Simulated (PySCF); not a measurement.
# SiH3S2F (SMILES F[SiH](S)S) at 5 levels

Wanted: a comparison of 5 runs (HF/STO-3G, HF/def2-SVP, BLYP/STO-3G, TPSSh/aug-cc-pVDZ, wB97X/cc-pVTZ) of SiH3S2F. 

The calculation is run with PySCF 2.14.0.

## Step 1: The structure to begin with

SiH3S2F: 7 atoms, total charge 0, spin state singlet. As SMILES, `F[SiH](S)S`. The coordinates come from a PBE0-D4/def2-TZVP relaxation. This is one conformer, not always the lowest.

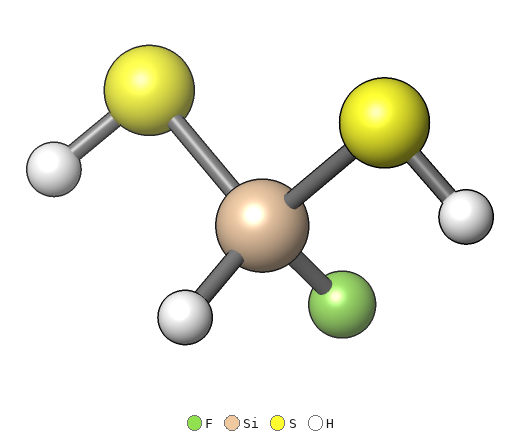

Viewed from a chosen angle; fluorine green, silicon light orange, sulfur yellow, hydrogen white.

## Step 2: Energy and forces at HF/STO-3G (run 1)

run.py

```python
from pyscf import gto, scf

mol = gto.Mole()
mol.atom = '''
F   -1.160800  -1.275500   0.097800
Si   0.009200  -0.203800  -0.075600
S    0.815000   0.448700   1.766100
S   -0.792200   1.543200  -0.959000
H    1.043300  -0.886200  -0.880100
H    1.722800  -0.542000   1.807600
H   -1.576200   0.847700  -1.802400
'''
mol.basis = 'sto-3g'
mol.verbose = 4
mol.charge = 0
mol.spin = 0
mol.max_memory = 1860
mol.build()

myscf = scf.RHF(mol)
myscf.conv_tol = 1e-10
myscf.kernel()
if not myscf.converged:
    myscf = myscf.newton().run(myscf.mo_coeff, myscf.mo_occ)

e_tot = myscf.e_tot
print('Final energy', e_tot)
grad = myscf.nuc_grad_method().kernel()
dip = myscf.dip_moment()
pop, q = myscf.mulliken_pop()
```

The run is started by

```
OMP_NUM_THREADS=1 python run.py
```

What it wrote:

```text
PySCF version 2.14.0

[... 59 lines left out ...]
converged SCF energy = -1171.7920803455
Final energy -1171.7920803455004
[... 13 lines left out ...]
Dipole moment(X, Y, Z, Debye):  0.78064, -1.20962, -0.90511
[... 43 lines left out ...]
charge of    6H =     -0.03901
```

It took 2.1 s on 1 thread of Intel Xeon at 2.70GHz, shared host; peak memory 0.12 GiB.

## Step 3: Energy and forces at HF/def2-SVP (run 2)

input.py

```python
# F[SiH](S)S
import pyscf.grad
from pyscf import gto

mol = gto.Mole()
mol.atom = '''
F     -1.160800    -1.275500     0.097800
Si     0.009200    -0.203800    -0.075600
S      0.815000     0.448700     1.766100
S     -0.792200     1.543200    -0.959000
H      1.043300    -0.886200    -0.880100
H      1.722800    -0.542000     1.807600
H     -1.576200     0.847700    -1.802400
'''
mol.max_memory = 1860
mol.verbose = 3
mol.spin = 0
mol.basis = 'def2-svp'
mol.build()

mf = mol.RHF()
mf.conv_tol = 1e-10
mf.kernel()
if not mf.converged:
    mf = mf.newton().run(mf.mo_coeff, mf.mo_occ)

e_final = mf.e_tot
print('Final energy', e_final)
grad = mf.Gradients().kernel()
mf.analyze()
```

The run is started by

```
OMP_NUM_THREADS=1 python input.py
```

What it wrote:

```text
converged SCF energy = -1184.87643177048
[... 14 lines left out ...]
MO #3   energy= -68.8514248390397  occ= 2
[... 9 lines left out ...]
MO #13  energy= -6.21446032906248  occ= 2
[... 9 lines left out ...]
MO #23  energy= -0.637670241573737 occ= 2
[... 9 lines left out ...]
MO #33  energy= 0.186370667883088  occ= 0
[... 9 lines left out ...]
MO #43  energy= 0.632178253583221  occ= 0
[... 9 lines left out ...]
MO #53  energy= 0.920514214961846  occ= 0
[... 9 lines left out ...]
MO #63  energy= 1.30251699049585   occ= 0
[... 9 lines left out ...]
MO #73  energy= 1.89577639682767   occ= 0
[... 9 lines left out ...]
MO #83  energy= 3.93615221999894   occ= 0
[... 8 lines left out ...]
Dipole moment(X, Y, Z, Debye):  1.14739, -0.96837, -1.01514
```

It took 9.3 s on 1 thread of Intel Xeon at 2.70GHz, shared host; peak memory 0.16 GiB.

Runs 3 to 4 aren't shown in full; the table further down has their settings and results.

## Step 4: Energy and forces at wB97X/cc-pVTZ (run 5)

start.xyz

```xyz
7
FH3S2Si
F     -1.160800    -1.275500     0.097800
Si     0.009200    -0.203800    -0.075600
S      0.815000     0.448700     1.766100
S     -0.792200     1.543200    -0.959000
H      1.043300    -0.886200    -0.880100
H      1.722800    -0.542000     1.807600
H     -1.576200     0.847700    -1.802400
```

run.py

```python
import pyscf.grad
from pyscf import gto, dft

mol = gto.Mole()
mol.atom = 'start.xyz'
mol.verbose = 3
mol.basis = 'cc-pvtz'
mol.max_memory = 1860
mol.build()

mf = dft.RKS(mol)
mf.xc = 'wb97x'
mf.conv_tol = 1e-10
mf.grids.level = 5
mf.kernel()
if not mf.converged:
    mf = mf.newton().run(mf.mo_coeff, mf.mo_occ)

e_final = mf.e_tot
print('E(%s) = %.9f' % ('WB97X', e_final))
grad = mf.Gradients().kernel()
mf.analyze()
```

The run is started by

```
OMP_NUM_THREADS=1 python run.py
```

What it wrote:

```text
converged SCF energy = -1187.70337582474
[... 17 lines left out ...]
MO #6   energy= -8.04765930263144  occ= 2
[... 20 lines left out ...]
MO #27  energy= -0.439377177096933 occ= 2
[... 20 lines left out ...]
MO #48  energy= 0.417857248832901  occ= 0
[... 20 lines left out ...]
MO #69  energy= 0.956690937549799  occ= 0
[... 20 lines left out ...]
MO #90  energy= 1.63375282328955   occ= 0
[... 20 lines left out ...]
MO #111 energy= 2.07100807381906   occ= 0
[... 20 lines left out ...]
MO #132 energy= 3.39263415195818   occ= 0
[... 20 lines left out ...]
MO #153 energy= 4.3062651807291    occ= 0
[... 20 lines left out ...]
MO #174 energy= 11.1026180947256   occ= 0
[... 8 lines left out ...]
Dipole moment(X, Y, Z, Debye):  0.92270, -0.79645, -0.79354
```

Wall time 3.9 min (1 thread of Intel Xeon at 2.70GHz, shared host); peak memory 2.3 GiB.

## Step 5: The series

```tsv
run	level	integration grid	energy (Eh)	dipole moment (D)	HOMO energy (eV)	LUMO energy (eV)	wall time
1	HF/STO-3G	–	-1171.792080	1.70	-7.52	10.25	2.1 s
2	HF/def2-SVP	–	-1184.876432	1.81	-10.74	3.76	9.3 s
3	BLYP/STO-3G	5	-1173.772022	1.51	-2.14	4.58	11 s
4	TPSSh/aug-cc-pVDZ	5	-1187.706545	1.36	-7.29	-0.83	79 s
5	wB97X/cc-pVTZ	5	-1187.703376	1.45	-10.31	1.96	3.9 min
```

## Step 6: What came out

| quantity | value |
| --- | --- |
| run 5: total energy | -1187.70338 Eh |
| run 5: dipole moment | 1.45 D |
| run 5: HOMO energy | -10.31 eV |
| run 5: LUMO energy | 1.96 eV |
| run 5: HOMO–LUMO gap | 12.28 eV |
| run 5: largest force on an atom | 0.381 eV/Å |

The dipole moment (its size) runs from 1.36 D (TPSSh/aug-cc-pVDZ) to 1.81 D (HF/def2-SVP). The two ends differ in method and basis. The HOMO–LUMO gap runs from 6.46 eV (TPSSh/aug-cc-pVDZ) to 17.77 eV (HF/STO-3G). Totals of different functionals can't be ranked against each other. In runs 1, 3 the basis is minimal, so the values are rough. All runs together took 5.6 min, the longest 3.9 min.
